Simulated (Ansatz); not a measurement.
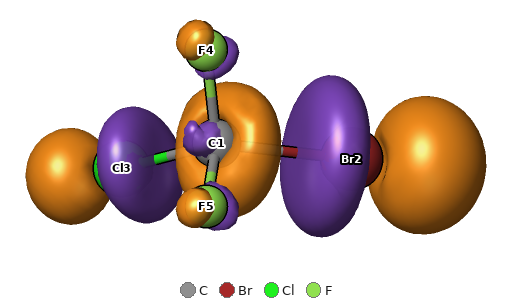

The picture shows: CBrClF2 (SMILES FC(F)(Cl)Br). The LUMO at ±0.15 Å⁻³ᐟ² (orange and purple are the two phases), seen from one side.

Geometry: B3LYP/6-31G*.

Computed with isolated molecule in a Gaussian basis; Kohn-Sham density functional theory, functional PBE0 in Ansatz 0.2.0.

Input

```
crystal:
  periodic: [false, false, false]
  atoms:
    - {symbol: C, position_ang: [-0.740723, 0.187974, -1.413949]}
    - {symbol: Br, position_ang: [-1.689068, 0.714862, -3.052561]}
    - {symbol: Cl, position_ang: [0.552351, -0.994682, -1.743686]}
    - {symbol: F, position_ang: [-1.616898, -0.343820, -0.562997]}
    - {symbol: F, position_ang: [-0.210685, 1.275427, -0.856177]}
basis:
  gaussian:
    orbitals: def2-TZVPD
hamiltonian:
  xc: {name: PBE0}
output:
  forces: true
  orbitals: {seedname: orbitals}
```

Command:

```sh
ansatz run input.yaml --threads 1 --pin off --max-ram 2610MiB --events-out events.jsonl --progress --plain --runs-dir runs
```

Where does this orbital lie, and at what energy?

Its weight (Hirshfeld) is mainly on Br2 (about 45 %), C1 (about 30 %) and Cl3 (about 20 %). Its energy is −1.75 eV.
